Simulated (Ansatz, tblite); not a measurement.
# MoN(OH)3 (H₃MoNO₃): removing and adding an electron

Aim: the energy of removing and adding an electron for MoN(OH)3 (H₃MoNO₃), by energy differences, and how well orbital energies stand in for it.

Computed with Ansatz 0.2.0, Gaussian basis. Level: as each input shows.

Plan: charge +1 doublet, at the geometry of the singlet (PBE0-D4/def2-TZVP, PBE-D4/def2-TZVP, r2SCAN-D4/def2-TZVP); charge -1 doublet, at the geometry of the singlet (PBE0-D4/def2-TZVPD, PBE-D4/def2-TZVPD, r2SCAN-D4/def2-TZVPD); charge -1 doublet, relaxed (PBE0-D4/def2-TZVPD, PBE-D4/def2-TZVPD); the starting singlet's energies come from earlier runs.

2 further runs of the same task are left out: 1 that didn't finish, 1 set aside as unsound or not needed.

## Step 1: The relaxed structure

The geometry is that of the singlet, from an earlier relaxation (B3LYP-D4/def2-SVP).

8 atoms, charge 0, spin multiplicity 1.

Atoms are counted from 1 here; the program's logs count them from 0.

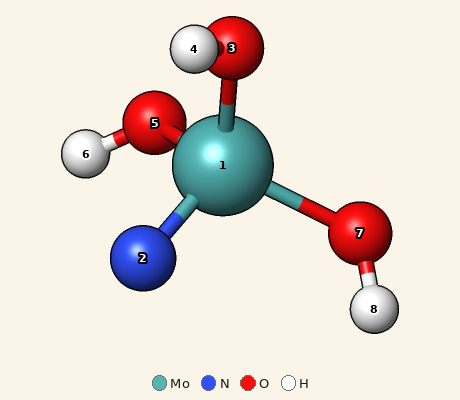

The structure; molybdenum teal, nitrogen blue, oxygen red, hydrogen white; atoms are numbered from 1 in the order of the file.

Formally the metal is d0. Mo takes a core potential in the def2 sets. No spin-orbit coupling is included.

## Step 2: Charge +1 doublet at the fixed geometry, first pass, PBE0-D4/def2-SVP

in.yaml reads:

```yaml
crystal:
  periodic: [false, false, false]
  atoms:
    - {symbol: Mo, position_ang: [-0.000433, -0.000776, -0.039704]}
    - {symbol: N, position_ang: [0.016605, 0.030586, 1.597343]}
    - {symbol: O, position_ang: [1.751020, 0.420298, -0.602275]}
    - {symbol: H, position_ang: [2.467551, 0.606743, 0.019299]}
    - {symbol: O, position_ang: [-1.258415, 1.294797, -0.587744]}
    - {symbol: H, position_ang: [-1.757824, 1.834665, 0.039685]}
    - {symbol: O, position_ang: [-0.510625, -1.748220, -0.537222]}
    - {symbol: H, position_ang: [-0.707879, -2.438083, 0.110629]}
basis:
  gaussian: {orbitals: def2-SVP}
total_charge: 1
magnetization: {spin_polarized: true, initial_magnetization: 1}
hamiltonian: {xc: pbe0, dispersion: d4}
output: {orbitals: {seedname: orbitals}}
```

Started as:

```console
> ansatz run in.yaml --threads 4 --pin off --events-out ev --progress --plain --max-ram 3916MiB
```

What it wrote:

```text
Functional definition: PBE0
  name "PBE0"
  cite "Adamo & Barone, J. Chem. Phys. 110, 6158 (1999) doi:10.1063/1.478522"
  cite "Perdew, Burke & Ernzerhof, Phys. Rev. Lett. 77, 3865 (1996) doi:10.1103/PhysRevLett.77.3865"
  parent pbe
  parameter a = 0.25
  parameter kappa = 0.804
  parameter beta = 0.06672455060314922
  exchange = (1 - a)*pbe_x(kappa = kappa, mu = beta*pi^2/3) + a*exact_x
  correlation = pbe_c(beta = beta)
1012 factors; integrals over basis functions are off by at most 1.4e-3 eV
mean field evaluation 1: about -9492.1851 eV, gradient 7.8e1 eV
mean field evaluation 2: about -9302.8847 eV, gradient 2.1e2 eV
mean field evaluation 4: about -9510.1496 eV, gradient 2.9e1 eV
mean field evaluation 8: about -9513.8208 eV, gradient 6.3e-1 eV
mean field evaluation 16: about -9513.8239 eV, gradient 8.6e-3 eV
mean field evaluation 32: about -9513.8239 eV, gradient 5.3e-5 eV
mean field -9513.82386805 eV, -349.6265784493 hartree, gradient 8.0e-6 eV, S^2 0.771998; 4 other end points of the search recorded, 0 dependent functions left out
reference -9513.82392245 eV, -349.6265804484 hartree; 24, 23 occupied and 78, 79 virtual orbitals, 1012 factors
Total energy: -9513.96152804 eV, -349.6316373606 hartree
```

Wall time 4.5 s (4 threads of Arm Neoverse V2, shared host).

HOMO -15.36 eV, LUMO -12.68 eV (over both spins); ⟨S²⟩ 0.772 (pure: 0.75).

## Step 3: Charge +1 doublet at the fixed geometry, PBE0-D4/def2-TZVP

start.molden holds the orbitals of an earlier run on this state, given as this run's starting guess.

in.yaml: that of step 2 with these lines changed.

```diff
@@ -12,3 +12,3 @@
 basis:
-  gaussian: {orbitals: def2-SVP}
+  gaussian: {orbitals: def2-TZVP, initial_orbitals: start.molden}
 total_charge: 1
@@ -16,2 +16,3 @@
 hamiltonian: {xc: pbe0, dispersion: d4}
+scf: {omitted_lower_state_checks: [starts]}
 output: {orbitals: {seedname: orbitals}}
```

The command is unchanged.

What it wrote:

```text
Functional definition: PBE0
  name "PBE0"
  cite "Adamo & Barone, J. Chem. Phys. 110, 6158 (1999) doi:10.1063/1.478522"
  cite "Perdew, Burke & Ernzerhof, Phys. Rev. Lett. 77, 3865 (1996) doi:10.1103/PhysRevLett.77.3865"
  parent pbe
  parameter a = 0.25
  parameter kappa = 0.804
  parameter beta = 0.06672455060314922
  exchange = (1 - a)*pbe_x(kappa = kappa, mu = beta*pi^2/3) + a*exact_x
  correlation = pbe_c(beta = beta)
these checks for a lower state are left out or cut short: starts
1118 factors; their error is unknown
mean field evaluation 1: about -9519.6319 eV, gradient 1.2e2 eV
mean field evaluation 2: about -9523.5578 eV, gradient 3.8e0 eV
mean field evaluation 4: about -9523.7019 eV, gradient 3.1e-1 eV
mean field evaluation 8: about -9523.7022 eV, gradient 1.8e-5 eV
mean field -9523.70218129 eV, -349.9895997652 hartree, gradient 2.7e-6 eV, S^2 0.770035; 0 other end points of the search recorded, 0 dependent functions left out
reference -9523.70221187 eV, -349.9896008888 hartree; 24, 23 occupied and 158, 159 virtual orbitals, 1118 factors
Total energy: -9523.83981746 eV, -349.9946578010 hartree
Checks for a lower state left out: starts
```

Wall time 5.5 s (4 threads of Arm Neoverse V2, shared host).

From the report: HOMO -15.36 eV, LUMO -12.60 eV (over both spins); ⟨S²⟩ 0.770 (pure: 0.75).

## Step 4: Charge +1 doublet at the fixed geometry, PBE-D4/def2-TZVP

in.yaml: that of step 3 with these lines changed.

```diff
@@ -15,3 +15,3 @@
 magnetization: {spin_polarized: true, initial_magnetization: 1}
-hamiltonian: {xc: pbe0, dispersion: d4}
+hamiltonian: {xc: pbe, dispersion: d4}
 scf: {omitted_lower_state_checks: [starts]}
```

Same command.

What it wrote:

```text
Functional definition: PBE
  name "PBE"
  cite "Perdew, Burke & Ernzerhof, Phys. Rev. Lett. 77, 3865 (1996) doi:10.1103/PhysRevLett.77.3865"
  parent pbe
  parameter kappa = 0.804
  parameter beta = 0.06672455060314922
  exchange = pbe_x(kappa = kappa, mu = beta*pi^2/3)
  correlation = pbe_c(beta = beta)
these checks for a lower state are left out or cut short: starts
1048 factors; their error is unknown
mean field evaluation 1: about -9526.0126 eV, gradient 7.6e0 eV
mean field evaluation 2: about -9526.2399 eV, gradient 4.9e-1 eV
mean field evaluation 4: about -9526.2340 eV, gradient 2.4e-1 eV
mean field evaluation 8: about -9526.2341 eV, gradient 2.2e-5 eV
mean field evaluation 16: about -9526.2341 eV, gradient 3.5e-6 eV
mean field -9526.23413233 eV, -350.0826472496 hartree, gradient 3.5e-6 eV, S^2 0.757597; 0 other end points of the search recorded, 0 dependent functions left out
reference -9526.23417946 eV, -350.0826489816 hartree; 24, 23 occupied and 158, 159 virtual orbitals, 1048 factors
Total energy: -9526.39737029 eV, -350.0886461341 hartree
Checks for a lower state left out: starts
```

It took 3.8 s on 4 threads of Arm Neoverse V2, shared host.

Report: HOMO -13.78 eV, LUMO -13.45 eV (over both spins); ⟨S²⟩ 0.758 (pure: 0.75).

## Step 5: Charge +1 doublet at the fixed geometry, r2SCAN-D4/def2-TZVP

in.yaml: that of step 4 with these lines changed.

```diff
@@ -15,3 +15,3 @@
 magnetization: {spin_polarized: true, initial_magnetization: 1}
-hamiltonian: {xc: pbe, dispersion: d4}
+hamiltonian: {xc: r2scan, dispersion: d4}
 scf: {omitted_lower_state_checks: [starts]}
```

The command is unchanged.

What it wrote:

```text
Functional definition: r2SCAN
  name "r2SCAN"
  cite "Furness, Kaplan, Ning, Perdew & Sun, J. Phys. Chem. Lett. 11, 8208 (2020) doi:10.1021/acs.jpclett.0c02405"
  cite "Furness, Kaplan, Ning, Perdew & Sun, J. Phys. Chem. Lett. 11, 9248 (2020) doi:10.1021/acs.jpclett.0c03077"
  parent r2scan
  parameter k0 = 0.174
  parameter k1 = 0.065
  parameter a1 = 4.9479
  exchange = r2scan_x(k0 = k0, k1 = k1, a1 = a1)
  correlation = r2scan_c
these checks for a lower state are left out or cut short: starts
1048 factors; their error is unknown
mean field evaluation 1: about -9530.3331 eV, gradient 4.1e0 eV
mean field evaluation 2: about -9530.4067 eV, gradient 1.0e-1 eV
mean field evaluation 4: about -9530.3972 eV, gradient 2.3e-3 eV
mean field evaluation 8: about -9530.3972 eV, gradient 2.1e-5 eV
mean field -9530.39722428 eV, -350.2356380572 hartree, gradient 2.1e-5 eV, S^2 0.765344; 0 other end points of the search recorded, 0 dependent functions left out
reference -9530.39723661 eV, -350.2356385100 hartree; 24, 23 occupied and 158, 159 virtual orbitals, 1048 factors
Total energy: -9530.43538532 eV, -350.2370404494 hartree
Checks for a lower state left out: starts
```

Wall time 8 s (4 threads of Arm Neoverse V2, shared host).

Report: HOMO -14.13 eV, LUMO -13.22 eV (over both spins); ⟨S²⟩ 0.765 (pure: 0.75).

## Step 6: Vertical ionisation energy

Charged state less starting state, singlet to doublet; the starting state's energies are those of its earlier runs.

```csv
level,vertical ionisation energy (eV),time
PBE-D4/def2-TZVP,+10.29,5.5 s
r2SCAN-D4/def2-TZVP,+10.39,12 s
PBE0-D4/def2-TZVP,+10.65,7.6 s
```

Times add the two runs; a level without a time comes out of a correlated run.

Beside −ε(HOMO) of the starting state:

```csv
level,−ε(HOMO) (eV),by difference (eV),mismatch (eV)
PBE-D4/def2-TZVP,6.99,10.29,-3.29
r2SCAN-D4/def2-TZVP,7.35,10.39,-3.04
PBE0-D4/def2-TZVP,8.60,10.65,-2.04
```

## Step 7: Charge -1 doublet at the fixed geometry, first pass, PBE0-D4/def2-SVP

in.yaml: that of step 5 with these lines changed.

```diff
@@ -12,7 +12,6 @@
 basis:
-  gaussian: {orbitals: def2-TZVP, initial_orbitals: start.molden}
-total_charge: 1
+  gaussian: {orbitals: def2-SVP}
+total_charge: -1
 magnetization: {spin_polarized: true, initial_magnetization: 1}
-hamiltonian: {xc: r2scan, dispersion: d4}
-scf: {omitted_lower_state_checks: [starts]}
+hamiltonian: {xc: pbe0, dispersion: d4}
 output: {orbitals: {seedname: orbitals}}
```

Same command.

What it wrote (excerpt; [...] marks lines left out):

```text
Functional definition: PBE0
  name "PBE0"
  cite "Adamo & Barone, J. Chem. Phys. 110, 6158 (1999) doi:10.1063/1.478522"
  cite "Perdew, Burke & Ernzerhof, Phys. Rev. Lett. 77, 3865 (1996) doi:10.1103/PhysRevLett.77.3865"
  parent pbe
[...]
1012 factors; integrals over basis functions are off by at most 1.4e-3 eV
[...]
mean field -9523.75817306 eV, -349.9916574248 hartree, gradient 3.6e-6 eV, S^2 0.754400; 14 other end points of the search recorded, 0 dependent functions left out
reference -9523.75822161 eV, -349.9916592089 hartree; 25, 24 occupied and 77, 78 virtual orbitals, 1012 factors
Total energy: -9523.93921762 eV, -349.9983106896 hartree
```

Wall time 20 s (4 threads of Arm Neoverse V2, shared host).

From the report: HOMO 2.84 eV, LUMO 4.60 eV (over both spins); ⟨S²⟩ 0.754 (pure: 0.75). Doubts: highest occupied level lies above zero.

## Step 8: Charge -1 doublet at the fixed geometry, PBE0-D4/def2-TZVPD

in.yaml: that of step 7 with these lines changed.

```diff
@@ -12,3 +12,3 @@
 basis:
-  gaussian: {orbitals: def2-SVP}
+  gaussian: {orbitals: def2-TZVPD, initial_orbitals: start.molden}
 total_charge: -1
@@ -16,2 +16,3 @@
 hamiltonian: {xc: pbe0, dispersion: d4}
+scf: {omitted_lower_state_checks: [starts]}
 output: {orbitals: {seedname: orbitals}}
```

Same command.

What it wrote (excerpt; [...] marks lines left out):

```text
Functional definition: PBE0
  name "PBE0"
  cite "Adamo & Barone, J. Chem. Phys. 110, 6158 (1999) doi:10.1063/1.478522"
  cite "Perdew, Burke & Ernzerhof, Phys. Rev. Lett. 77, 3865 (1996) doi:10.1103/PhysRevLett.77.3865"
  parent pbe
[...]
1262 factors; their error is unknown
[...]
mean field -9534.16513160 eV, -350.3741060971 hartree, gradient 5.0e-6 eV, S^2 0.754631; 0 other end points of the search recorded, 0 dependent functions left out
reference -9534.16518349 eV, -350.3741080039 hartree; 25, 24 occupied and 199, 200 virtual orbitals, 1262 factors
Total energy: -9534.34617950 eV, -350.3807594846 hartree
Checks for a lower state left out: starts
```

Wall time 17 s (4 threads of Arm Neoverse V2, shared host); peak memory 1 GiB.

Report: HOMO 2.18 eV, LUMO 3.41 eV (over both spins); ⟨S²⟩ 0.755 (pure: 0.75). Doubts: highest occupied level lies above zero.

## Step 9: Charge -1 doublet at the fixed geometry, PBE-D4/def2-TZVPD

in.yaml: that of step 8 with these lines changed.

```diff
@@ -15,3 +15,3 @@
 magnetization: {spin_polarized: true, initial_magnetization: 1}
-hamiltonian: {xc: pbe0, dispersion: d4}
+hamiltonian: {xc: pbe, dispersion: d4}
 scf: {omitted_lower_state_checks: [starts]}
```

The command is unchanged.

What it wrote:

```text
Functional definition: PBE
  name "PBE"
  cite "Perdew, Burke & Ernzerhof, Phys. Rev. Lett. 77, 3865 (1996) doi:10.1103/PhysRevLett.77.3865"
  parent pbe
  parameter kappa = 0.804
  parameter beta = 0.06672455060314922
  exchange = pbe_x(kappa = kappa, mu = beta*pi^2/3)
  correlation = pbe_c(beta = beta)
these checks for a lower state are left out or cut short: starts
1192 factors; their error is unknown
mean field evaluation 1: about -9535.8616 eV, gradient 7.5e0 eV
mean field evaluation 2: about -9536.0915 eV, gradient 5.2e-1 eV
mean field evaluation 4: about -9536.2019 eV, gradient 4.5e-2 eV
mean field evaluation 8: about -9536.2228 eV, gradient 2.2e-1 eV
mean field evaluation 16: about -9536.2965 eV, gradient 1.9e-2 eV
mean field evaluation 32: about -9536.2966 eV, gradient 1.7e-5 eV
mean field -9536.29658905 eV, -350.4524357135 hartree, gradient 1.4e-6 eV, S^2 0.751132; 0 other end points of the search recorded, 0 dependent functions left out
reference -9536.29663298 eV, -350.4524373281 hartree; 25, 24 occupied and 199, 200 virtual orbitals, 1192 factors
Total energy: -9536.51089431 eV, -350.4603112868 hartree
Checks for a lower state left out: starts
```

Wall time 18 s (4 threads of Arm Neoverse V2, shared host); peak memory 0.61 GiB.

From the report: HOMO 2.16 eV, LUMO 2.20 eV (over both spins); ⟨S²⟩ 0.751 (pure: 0.75). Doubts: highest occupied level lies above zero.

[end of part 1 of 2]
